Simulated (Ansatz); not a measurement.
# C2H8GeO2: one species, many methods

How much do the methods differ for C2H8GeO2? The plan is to run it at one geometry with functionals of several rungs and with coupled cluster, and see how far each lands from CCSD(T) at the basis-set limit for the atomisation energy.

Computed with Ansatz 0.2.0, Gaussian basis. Level: functionals in def2-TZVPP, the program's frozen cores in correlated methods.

Levels to be run: LDA (SPW92), PBE-D4, revPBE-D4, BLYP-D4, r2SCAN-D4, B97M-V, PBE0-D4, B3LYP-D4, r2SCANh-D4, r2SCAN0-D4, HSE06-D4, BHLYP-D4, CAM-B3LYP-D4, LC-ωPBE, ωB97X-V, ωB97M-V, B2PLYP, PBE-QIDH; CCSD(T)/def2-SVP; CCSD(T)/def2-TZVPP; MP2/def2-QZVPP; extrapolation to the limit; RPA on PBE.

### Step 1. The relaxed structure

An earlier PBE0-D4 in a triple-zeta def2 set relaxation fixed the geometry.

SMILES `[CH3][Ge]([CH3])([OH])[OH]`, 13 atoms, charge 0, spin multiplicity 1.

Atoms are counted from 1 here; the program's logs count them from 0.

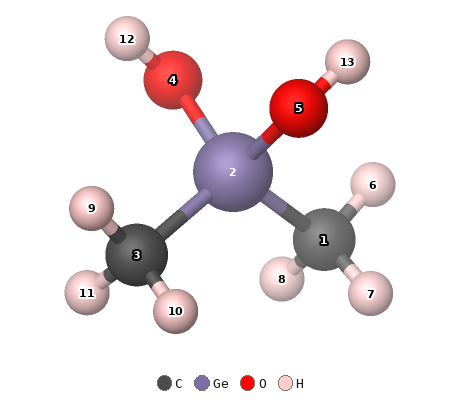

The geometry (carbon dark grey, germanium purple, oxygen red, hydrogen pink); atoms are numbered from 1 in the order of the file.

### Step 2. LDA

This LDA is Slater exchange with PW92 correlation.

in.yaml reads:

```yaml
crystal:
  periodic: [false, false, false]
  atoms:
    - {symbol: C, position_ang: [-1.273547, 0.575647, -1.128154]}
    - {symbol: Ge, position_ang: [-0.032524, 0.098182, 0.279603]}
    - {symbol: C, position_ang: [1.439492, -1.064747, -0.200562]}
    - {symbol: O, position_ang: [-1.070091, -0.628797, 1.537087]}
    - {symbol: O, position_ang: [0.766394, 1.534653, 0.975705]}
    - {symbol: H, position_ang: [-2.065962, 1.206799, -0.723518]}
    - {symbol: H, position_ang: [-0.758027, 1.116811, -1.922438]}
    - {symbol: H, position_ang: [-1.728913, -0.322791, -1.547274]}
    - {symbol: H, position_ang: [2.076789, -1.231806, 0.668833]}
    - {symbol: H, position_ang: [2.041063, -0.603921, -0.985323]}
    - {symbol: H, position_ang: [1.064786, -2.024911, -0.557034]}
    - {symbol: H, position_ang: [-0.577241, -0.875951, 2.322632]}
    - {symbol: H, position_ang: [0.138280, 2.186136, 1.295244]}
basis:
  gaussian: {orbitals: def2-TZVPP}
hamiltonian: {xc: lda}
output: {orbitals: {seedname: orbitals}}
```

Command:

```sh
ansatz run in.yaml --threads 4 --pin off --events-out ev --progress --plain --max-ram 11315MiB
```

What it wrote, cut to the lines that bear on the results:

```text
Functional definition: SPW92
  name "SPW92"
  cite "Dirac, Proc. Camb. Phil. Soc. 26, 376 (1930) doi:10.1017/S0305004100016108"
  cite "Slater, Phys. Rev. 81, 385 (1951) doi:10.1103/PhysRev.81.385"
  cite "Perdew & Wang, Phys. Rev. B 45, 13244 (1992) doi:10.1103/PhysRevB.45.13244"
[...]
1492 factors; their error is unknown
[...]
mean field -62685.47886850 eV, -2303.6488586737 hartree, gradient 4.9e-5 eV, S^2 0.000000; 0 other end points of the search recorded, 0 dependent functions left out
reference -62685.47890992 eV, -2303.6488601960 hartree; 34, 34 occupied and 250, 250 virtual orbitals, 1492 factors
Total energy: -62685.47890992 eV, -2303.6488601960 hartree
```

Run time: 1.2 s. Hardware: 4 threads of Intel Xeon 6975P-C, shared host; peak memory 0.41 GiB.

Atomisation energy: 5516.0 kJ/mol (free atoms -62628.310 eV, run apart). HOMO -6.74 eV, LUMO -0.45 eV.

### Step 3. PBE-D4 (GGA)

Edit in.yaml of step 2 so:

```diff
@@ -18,3 +18,3 @@
   gaussian: {orbitals: def2-TZVPP}
-hamiltonian: {xc: lda}
-output: {orbitals: {seedname: orbitals}}
+hamiltonian: {xc: pbe, dispersion: d4}
+output: {forces: true, orbitals: {seedname: orbitals}}
```

Same command.

What it wrote, cut to the lines that bear on the results:

```text
Functional definition: PBE
  name "PBE"
  cite "Perdew, Burke & Ernzerhof, Phys. Rev. Lett. 77, 3865 (1996) doi:10.1103/PhysRevLett.77.3865"
  parent pbe
[...]
1492 factors; their error is unknown
[...]
mean field -62805.65793037 eV, -2308.0653577373 hartree, gradient 2.6e-5 eV, S^2 0.000000; 0 other end points of the search recorded, 0 dependent functions left out
[...]
Atom 9 at     2.041063    -0.603921    -0.985323 Å, force     0.118733     0.081622    -0.151789 eV/Å
Atom 10 at     1.064786    -2.024911    -0.557034 Å, force    -0.073510    -0.174600    -0.066058 eV/Å
Atom 11 at    -0.577241    -0.875951     2.322632 Å, force     0.249819    -0.119335     0.376468 eV/Å
Atom 12 at     0.138280     2.186136     1.295244 Å, force    -0.314208     0.311551     0.150031 eV/Å
Dipole moment:     0.013554    -0.039867    -0.112076 e Å
```

It took 2.3 s on 4 threads of Intel Xeon 6975P-C, shared host; peak memory 0.42 GiB.

With the free atoms at this level, -62755.170 eV in sum, the atomisation energy is 4895.6 kJ/mol. HOMO -6.56 eV, LUMO -0.29 eV.

### Step 4. revPBE-D4 (GGA)

Edit in.yaml of step 3 so:

```diff
@@ -18,3 +18,3 @@
   gaussian: {orbitals: def2-TZVPP}
-hamiltonian: {xc: pbe, dispersion: d4}
-output: {forces: true, orbitals: {seedname: orbitals}}
+hamiltonian: {xc: {name: revPBE}, dispersion: d4}
+output: {orbitals: {seedname: orbitals}}
```

Same command.

What it wrote, cut to the lines that bear on the results:

```text
Functional definition: revPBE
  name "revPBE"
  cite "Zhang & Yang, Phys. Rev. Lett. 80, 890 (1998) doi:10.1103/PhysRevLett.80.890"
  cite "Perdew, Burke & Ernzerhof, Phys. Rev. Lett. 77, 3865 (1996) doi:10.1103/PhysRevLett.77.3865"
[...]
1492 factors; their error is unknown
[...]
mean field -62815.28645643 eV, -2308.4191995433 hartree, gradient 6.4e-5 eV, S^2 0.000000; 0 other end points of the search recorded, 0 dependent functions left out
reference -62815.28651287 eV, -2308.4192016176 hartree; 34, 34 occupied and 250, 250 virtual orbitals, 1492 factors
Total energy: -62816.02448077 eV, -2308.4463214378 hartree
```

Wall time 1.7 s (4 threads of Intel Xeon 6975P-C, shared host); peak memory 0.42 GiB.

Atomisation energy: 4774.6 kJ/mol (free atoms -62766.539 eV, run apart). HOMO -6.49 eV, LUMO -0.21 eV.

### Step 5. BLYP-D4 (GGA)

Edit in.yaml of step 4 so:

```diff
@@ -18,3 +18,3 @@
   gaussian: {orbitals: def2-TZVPP}
-hamiltonian: {xc: {name: revPBE}, dispersion: d4}
+hamiltonian: {xc: {name: BLYP}, dispersion: d4}
 output: {orbitals: {seedname: orbitals}}
```

Same command.

What it wrote, cut to the lines that bear on the results:

```text
Functional definition: BLYP
  name "BLYP"
  cite "Becke, Phys. Rev. A 38, 3098 (1988) doi:10.1103/PhysRevA.38.3098"
  cite "Lee, Yang & Parr, Phys. Rev. B 37, 785 (1988) doi:10.1103/PhysRevB.37.785"
[...]
1492 factors; their error is unknown
[...]
mean field -62821.16544072 eV, -2308.6352482311 hartree, gradient 2.2e-5 eV, S^2 0.000000; 0 other end points of the search recorded, 0 dependent functions left out
reference -62821.16583622 eV, -2308.6352627654 hartree; 34, 34 occupied and 250, 250 virtual orbitals, 1492 factors
Total energy: -62821.71048956 eV, -2308.6552784066 hartree
```

Wall time 1.9 s (4 threads of Intel Xeon 6975P-C, shared host); peak memory 0.42 GiB.

Atomisation energy: 4804.0 kJ/mol (free atoms -62771.920 eV, run apart). HOMO -6.47 eV, LUMO -0.34 eV.

### Step 6. r2SCAN-D4 (meta-GGA)

Edit in.yaml of step 5 so:

```diff
@@ -18,3 +18,3 @@
   gaussian: {orbitals: def2-TZVPP}
-hamiltonian: {xc: {name: BLYP}, dispersion: d4}
-output: {orbitals: {seedname: orbitals}}
+hamiltonian: {xc: r2scan, dispersion: d4}
+output: {forces: true, orbitals: {seedname: orbitals}}
```

The command is unchanged.

What it wrote, cut to the lines that bear on the results:

```text
Functional definition: r2SCAN
  name "r2SCAN"
  cite "Furness, Kaplan, Ning, Perdew & Sun, J. Phys. Chem. Lett. 11, 8208 (2020) doi:10.1021/acs.jpclett.0c02405"
  cite "Furness, Kaplan, Ning, Perdew & Sun, J. Phys. Chem. Lett. 11, 9248 (2020) doi:10.1021/acs.jpclett.0c03077"
  parent r2scan
[...]
1492 factors; their error is unknown
[...]
Atom 9 at     2.041063    -0.603921    -0.985323 Å, force    -0.006993    -0.012363     0.014032 eV/Å
Atom 10 at     1.064786    -2.024911    -0.557034 Å, force     0.011584     0.021401     0.006810 eV/Å
Atom 11 at    -0.577241    -0.875951     2.322632 Å, force     0.036932    -0.010622     0.036142 eV/Å
Atom 12 at     0.138280     2.186136     1.295244 Å, force    -0.042826     0.027988     0.012505 eV/Å
Dipole moment:     0.014288    -0.042060    -0.118153 e Å
```

It took 3.4 s on 4 threads of Intel Xeon 6975P-C, shared host; peak memory 0.45 GiB.

Atomisation energy: 4844.1 kJ/mol (free atoms -62768.119 eV, run apart). HOMO -6.93 eV, LUMO 0.36 eV.

### Step 7. B97M-V (meta-GGA)

Edit in.yaml of step 6 so:

```diff
@@ -18,3 +18,3 @@
   gaussian: {orbitals: def2-TZVPP}
-hamiltonian: {xc: r2scan, dispersion: d4}
-output: {forces: true, orbitals: {seedname: orbitals}}
+hamiltonian: {xc: {name: B97M-V}}
+output: {orbitals: {seedname: orbitals}}
```

The command is unchanged.

What it wrote, cut to the lines that bear on the results:

```text
Functional definition: B97M-V
  name "B97M-V"
  cite "Mardirossian & Head-Gordon, J. Chem. Phys. 142, 074111 (2015) doi:10.1063/1.4907719"
  cite "Becke, J. Chem. Phys. 107, 8554 (1997) doi:10.1063/1.475007"
  cite "Vydrov & Van Voorhis, J. Chem. Phys. 133, 244103 (2010) doi:10.1063/1.3521275"
  # Of w^i u^j: cxij and so on, Table III.
[...]
  gx(w, u) = cx00 + cx01*u + cx02*u^2 + (cx10 + cx11*u)*w
[...]
  gos(w, u) = cos00 + cos01*u + cos03*u^3 + cos10*w + cos32*w^3*u^2
[...]
      + integral(e_c_pw_mod_opposite_spin*gos(b97_w_opposite, b97_u_opposite)) + vv10(b, c)
1492 factors; their error is unknown
[...]
mean field -62810.05653141 eV, -2308.2270033439 hartree, gradient 3.9e-5 eV, S^2 0.000000; 0 other end points of the search recorded, 0 dependent functions left out
reference -62810.05659416 eV, -2308.2270056500 hartree; 34, 34 occupied and 250, 250 virtual orbitals, 1492 factors
Total energy: -62810.05659416 eV, -2308.2270056500 hartree
```

Run time: 5.5 s. Hardware: 4 threads of Intel Xeon 6975P-C, shared host; peak memory 0.51 GiB.

Atomisation energy: 4838.5 kJ/mol (free atoms -62759.909 eV, run apart). HOMO -7.02 eV, LUMO -0.10 eV.

### Step 8. PBE0-D4 (hybrid)

Edit in.yaml of step 7 so:

```diff
@@ -18,3 +18,3 @@
   gaussian: {orbitals: def2-TZVPP}
-hamiltonian: {xc: {name: B97M-V}}
+hamiltonian: {xc: pbe0, dispersion: d4}
 output: {orbitals: {seedname: orbitals}}
```

The command is unchanged.

What it wrote, cut to the lines that bear on the results:

```text
Functional definition: PBE0
  name "PBE0"
  cite "Adamo & Barone, J. Chem. Phys. 110, 6158 (1999) doi:10.1063/1.478522"
  cite "Perdew, Burke & Ernzerhof, Phys. Rev. Lett. 77, 3865 (1996) doi:10.1103/PhysRevLett.77.3865"
  parent pbe
[...]
1535 factors; their error is unknown
[...]
mean field -62807.59602596 eV, -2308.1365814363 hartree, gradient 4.5e-5 eV, S^2 0.000000; 0 other end points of the search recorded, 0 dependent functions left out
reference -62807.59605904 eV, -2308.1365826520 hartree; 34, 34 occupied and 250, 250 virtual orbitals, 1535 factors
Total energy: -62807.80973319 eV, -2308.1444350323 hartree
```

It took 2.7 s on 4 threads of Intel Xeon 6975P-C, shared host; peak memory 0.86 GiB.

Atomisation energy: 4812.6 kJ/mol (free atoms -62757.930 eV, run apart). HOMO -8.14 eV, LUMO 0.56 eV.

### Step 9. B3LYP-D4 (hybrid)

B3LYP here takes the VWN-RPA correlation.

Edit in.yaml of step 8 so:

```diff
@@ -18,3 +18,3 @@
   gaussian: {orbitals: def2-TZVPP}
-hamiltonian: {xc: pbe0, dispersion: d4}
-output: {orbitals: {seedname: orbitals}}
+hamiltonian: {xc: {name: B3LYP}, dispersion: d4}
+output: {forces: true, orbitals: {seedname: orbitals}}
```

Same command.

What it wrote, cut to the lines that bear on the results:

```text
Functional definition: B3LYP
  name "B3LYP"
  cite "Stephens, Devlin, Chabalowski & Frisch, J. Phys. Chem. 98, 11623 (1994) doi:10.1021/j100096a001"
  cite "Becke, Phys. Rev. A 38, 3098 (1988) doi:10.1103/PhysRevA.38.3098"
  cite "Lee, Yang & Parr, Phys. Rev. B 37, 785 (1988) doi:10.1103/PhysRevB.37.785"
  cite "Vosko, Wilk & Nusair, Can. J. Phys. 58, 1200 (1980) doi:10.1139/p80-159"
[...]
1523 factors; their error is unknown
[...]
Atom 9 at     2.041063    -0.603921    -0.985323 Å, force    -0.026595    -0.031743     0.039037 eV/Å
Atom 10 at     1.064786    -2.024911    -0.557034 Å, force     0.028830     0.048433     0.016175 eV/Å
Atom 11 at    -0.577241    -0.875951     2.322632 Å, force    -0.029537    -0.031239     0.060813 eV/Å
Atom 12 at     0.138280     2.186136     1.295244 Å, force     0.018250     0.064532     0.032071 eV/Å
Dipole moment:     0.014771    -0.043491    -0.122124 e Å
```

Wall time 4 s (4 threads of Intel Xeon 6975P-C, shared host); peak memory 0.95 GiB.

Atomisation energy: 4813.6 kJ/mol (free atoms -62773.780 eV, run apart). HOMO -7.90 eV, LUMO 0.18 eV.

### Step 10. r2SCANh-D4 (hybrid)

Edit in.yaml of step 9 so:

```diff
@@ -18,3 +18,3 @@
   gaussian: {orbitals: def2-TZVPP}
-hamiltonian: {xc: {name: B3LYP}, dispersion: d4}
-output: {forces: true, orbitals: {seedname: orbitals}}
+hamiltonian: {xc: {name: r2SCANh}, dispersion: d4}
+output: {orbitals: {seedname: orbitals}}
```

Launched as before.

What it wrote, cut to the lines that bear on the results:

```text
Functional definition: r2SCANh
  name "r2SCANh"
  cite "Bursch, Neugebauer, Ehlert & Grimme, J. Chem. Phys. 156, 134105 (2022) doi:10.1063/5.0086040"
  cite "Furness, Kaplan, Ning, Perdew & Sun, J. Phys. Chem. Lett. 11, 8208 (2020) doi:10.1021/acs.jpclett.0c02405"
  cite "Furness, Kaplan, Ning, Perdew & Sun, J. Phys. Chem. Lett. 11, 9248 (2020) doi:10.1021/acs.jpclett.0c03077"
  parent r2scan
[...]
1511 factors; their error is unknown
[...]
mean field -62817.71881608 eV, -2308.5085871119 hartree, gradient 3.5e-5 eV, S^2 0.000000; 0 other end points of the search recorded, 0 dependent functions left out
reference -62817.71882767 eV, -2308.5085875376 hartree; 34, 34 occupied and 250, 250 virtual orbitals, 1511 factors
Total energy: -62817.78662496 eV, -2308.5110790422 hartree
```

It took 3.9 s on 4 threads of Intel Xeon 6975P-C, shared host; peak memory 0.89 GiB.

With the free atoms at this level, -62767.907 eV in sum, the atomisation energy is 4812.7 kJ/mol. HOMO -7.52 eV, LUMO 0.63 eV.

### Step 11. r2SCAN0-D4 (hybrid)

Edit in.yaml of step 10 so:

```diff
@@ -18,3 +18,3 @@
   gaussian: {orbitals: def2-TZVPP}
-hamiltonian: {xc: {name: r2SCANh}, dispersion: d4}
+hamiltonian: {xc: {name: r2SCAN0}, dispersion: d4}
 output: {orbitals: {seedname: orbitals}}
```

Same command.

What it wrote, cut to the lines that bear on the results:

```text
Functional definition: r2SCAN0
  name "r2SCAN0"
  cite "Bursch, Neugebauer, Ehlert & Grimme, J. Chem. Phys. 156, 134105 (2022) doi:10.1063/5.0086040"
  cite "Furness, Kaplan, Ning, Perdew & Sun, J. Phys. Chem. Lett. 11, 8208 (2020) doi:10.1021/acs.jpclett.0c02405"
  cite "Furness, Kaplan, Ning, Perdew & Sun, J. Phys. Chem. Lett. 11, 9248 (2020) doi:10.1021/acs.jpclett.0c03077"
  parent r2scan
[...]
1535 factors; their error is unknown
[...]
mean field -62816.95087726 eV, -2308.4803658806 hartree, gradient 5.7e-5 eV, S^2 0.000000; 0 other end points of the search recorded, 0 dependent functions left out
reference -62816.95088727 eV, -2308.4803662484 hartree; 34, 34 occupied and 250, 250 virtual orbitals, 1535 factors
Total energy: -62817.02560702 eV, -2308.4831121488 hartree
```

Wall time 3.7 s (4 threads of Intel Xeon 6975P-C, shared host); peak memory 0.89 GiB.

With the free atoms at this level, -62767.611 eV in sum, the atomisation energy is 4767.8 kJ/mol. HOMO -8.38 eV, LUMO 1.00 eV.

### Step 12. HSE06-D4 (hybrid)

HSE06 is the plane-wave form, built on full-range PBE exchange.

Edit in.yaml of step 11 so:

```diff
@@ -18,3 +18,3 @@
   gaussian: {orbitals: def2-TZVPP}
-hamiltonian: {xc: {name: r2SCAN0}, dispersion: d4}
+hamiltonian: {xc: hse06, dispersion: d4}
 output: {orbitals: {seedname: orbitals}}
```

Launched as before.

What it wrote, cut to the lines that bear on the results:

```text
Functional definition: HSE06
  name "HSE06"
  cite "Heyd, Scuseria & Ernzerhof, J. Chem. Phys. 118, 8207 (2003) doi:10.1063/1.1564060"
  cite "Krukau, Vydrov, Izmaylov & Scuseria, J. Chem. Phys. 125, 224106 (2006) doi:10.1063/1.2404663"
  cite "Heyd & Scuseria, J. Chem. Phys. 120, 7274 (2004) doi:10.1063/1.1668634"
  cite "Ernzerhof & Perdew, J. Chem. Phys. 109, 3313 (1998) doi:10.1063/1.476928"
[...]
1535 factors; their error is unknown
121 factors; integrals over basis functions are off by at most 3.9e-7 eV
[...]
mean field -62807.28693106 eV, -2308.1252224084 hartree, gradient 6.1e-5 eV, S^2 0.000000; 0 other end points of the search recorded, 0 dependent functions left out
reference -62807.28697516 eV, -2308.1252240290 hartree; 34, 34 occupied and 250, 250 virtual orbitals, 1535 factors
Total energy: -62807.48623528 eV, -2308.1325467035 hartree
```

Run time: 3 s. Hardware: 4 threads of Intel Xeon 6975P-C, shared host; peak memory 0.91 GiB.

With the free atoms at this level, -62757.577 eV in sum, the atomisation energy is 4815.5 kJ/mol. HOMO -7.74 eV, LUMO 0.19 eV.

### Step 13. BHLYP-D4 (hybrid)

Edit in.yaml of step 12 so:

```diff
@@ -18,3 +18,3 @@
   gaussian: {orbitals: def2-TZVPP}
-hamiltonian: {xc: hse06, dispersion: d4}
+hamiltonian: {xc: {name: BHLYP}, dispersion: d4}
 output: {orbitals: {seedname: orbitals}}
```

Launched as before.

What it wrote, cut to the lines that bear on the results:

```text
Functional definition: BHLYP
  name "BHLYP"
  cite "Becke, J. Chem. Phys. 98, 1372 (1993) doi:10.1063/1.464304"
  cite "Becke, Phys. Rev. A 38, 3098 (1988) doi:10.1103/PhysRevA.38.3098"
  cite "Lee, Yang & Parr, Phys. Rev. B 37, 785 (1988) doi:10.1103/PhysRevB.37.785"
[...]
1728 factors; their error is unknown
[...]
mean field -62817.81316758 eV, -2308.5120544655 hartree, gradient 7.6e-5 eV, S^2 0.000000; 0 other end points of the search recorded, 0 dependent functions left out
reference -62817.81336411 eV, -2308.5120616880 hartree; 34, 34 occupied and 250, 250 virtual orbitals, 1728 factors
Total energy: -62818.12113305 eV, -2308.5233719878 hartree
```

Wall time 2.6 s (4 threads of Intel Xeon 6975P-C, shared host); peak memory 0.91 GiB.

With the free atoms at this level, -62769.650 eV in sum, the atomisation energy is 4676.7 kJ/mol. HOMO -9.51 eV, LUMO 1.16 eV.

### Step 14. CAM-B3LYP-D4 (range-separated)

Edit in.yaml of step 13 so:

```diff
@@ -18,3 +18,3 @@
   gaussian: {orbitals: def2-TZVPP}
-hamiltonian: {xc: {name: BHLYP}, dispersion: d4}
+hamiltonian: {xc: {name: CAM-B3LYP}, dispersion: d4}
 output: {orbitals: {seedname: orbitals}}
```

Same command.

What it wrote, cut to the lines that bear on the results:

```text
Functional definition: CAM-B3LYP
  name "CAM-B3LYP"
  cite "Yanai, Tew & Handy, Chem. Phys. Lett. 393, 51 (2004) doi:10.1016/j.cplett.2004.06.011"
  cite "Iikura, Tsuneda, Yanai & Hirao, J. Chem. Phys. 115, 3540 (2001) doi:10.1063/1.1383587"
  cite "Becke, Phys. Rev. A 38, 3098 (1988) doi:10.1103/PhysRevA.38.3098"
  cite "Lee, Yang & Parr, Phys. Rev. B 37, 785 (1988) doi:10.1103/PhysRevB.37.785"
[...]
1523 factors; their error is unknown
387 factors; integrals over basis functions are off by at most 8.5e-6 eV
[...]
mean field -62822.57404283 eV, -2308.6870134039 hartree, gradient 3.8e-5 eV, S^2 0.000000; 0 other end points of the search recorded, 0 dependent functions left out
reference -62822.57418565 eV, -2308.6870186524 hartree; 34, 34 occupied and 250, 250 virtual orbitals, 1523 factors
Total energy: -62822.79091261 eV, -2308.6949832214 hartree
```

Wall time 3.5 s (4 threads of Intel Xeon 6975P-C, shared host); peak memory 0.98 GiB.

Atomisation energy: 4846.3 kJ/mol (free atoms -62772.563 eV, run apart). HOMO -9.57 eV, LUMO 1.30 eV.

### Step 15. LC-ωPBE (range-separated)

Edit in.yaml of step 14 so:

```diff
@@ -18,3 +18,3 @@
   gaussian: {orbitals: def2-TZVPP}
-hamiltonian: {xc: {name: CAM-B3LYP}, dispersion: d4}
+hamiltonian: {xc: {name: LC-wPBE}}
 output: {orbitals: {seedname: orbitals}}
```

Launched as before.

What it wrote, cut to the lines that bear on the results:

```text
Functional definition: LC-wPBE
  name "LC-wPBE"
  cite "Vydrov & Scuseria, J. Chem. Phys. 125, 234109 (2006) doi:10.1063/1.2409292"
  cite "Heyd & Scuseria, J. Chem. Phys. 120, 7274 (2004) doi:10.1063/1.1668634"
  cite "Ernzerhof & Perdew, J. Chem. Phys. 109, 3313 (1998) doi:10.1063/1.476928"
  cite "Perdew, Burke & Ernzerhof, Phys. Rev. Lett. 77, 3865 (1996) doi:10.1103/PhysRevLett.77.3865"
  parent pbe
[...]
1492 factors; their error is unknown
461 factors; integrals over basis functions are off by at most 1.7e-5 eV
[...]
mean field -62810.90533135 eV, -2308.2581961664 hartree, gradient 2.1e-5 eV, S^2 0.000000; 0 other end points of the search recorded, 0 dependent functions left out
reference -62810.90533136 eV, -2308.2581961667 hartree; 34, 34 occupied and 250, 250 virtual orbitals, 1492 factors
Total energy: -62810.90533136 eV, -2308.2581961667 hartree
```

It took 2.3 s on 4 threads of Intel Xeon 6975P-C, shared host; peak memory 0.61 GiB.

Atomisation energy: 4811.9 kJ/mol (free atoms -62761.034 eV, run apart). HOMO -10.92 eV, LUMO 2.66 eV.

### Step 16. ωB97X-V (range-separated)

Edit in.yaml of step 15 so:

```diff
@@ -18,3 +18,3 @@
   gaussian: {orbitals: def2-TZVPP}
-hamiltonian: {xc: {name: LC-wPBE}}
+hamiltonian: {xc: {name: wB97X-V}}
 output: {orbitals: {seedname: orbitals}}
```

Launched as before.

What it wrote, cut to the lines that bear on the results:

```text
Functional definition: wB97X-V
  name "wB97X-V"
  cite "Mardirossian & Head-Gordon, Phys. Chem. Chem. Phys. 16, 9904 (2014) doi:10.1039/C3CP54374A"
  cite "Becke, J. Chem. Phys. 107, 8554 (1997) doi:10.1063/1.475007"
  cite "Vydrov & Van Voorhis, J. Chem. Phys. 133, 244103 (2010) doi:10.1063/1.3521275"
[...]
      + integral(e_c_pw_opposite_spin*poly(b97_u_opposite, cos0, cos1)) + vv10(b, c)
1523 factors; their error is unknown
360 factors; integrals over basis functions are off by at most 7.9e-6 eV
[...]
mean field -62814.70558994 eV, -2308.3978530937 hartree, gradient 4.8e-5 eV, S^2 0.000000; 0 other end points of the search recorded, 0 dependent functions left out
reference -62814.70558784 eV, -2308.3978530165 hartree; 34, 34 occupied and 250, 250 virtual orbitals, 1523 factors
Total energy: -62814.70558784 eV, -2308.3978530165 hartree
```

Wall time 5.5 s (4 threads of Intel Xeon 6975P-C, shared host); peak memory 1 GiB.

Atomisation energy: 4844.8 kJ/mol (free atoms -62764.492 eV, run apart). HOMO -10.57 eV, LUMO 2.42 eV.

[end of part 1 of 2]
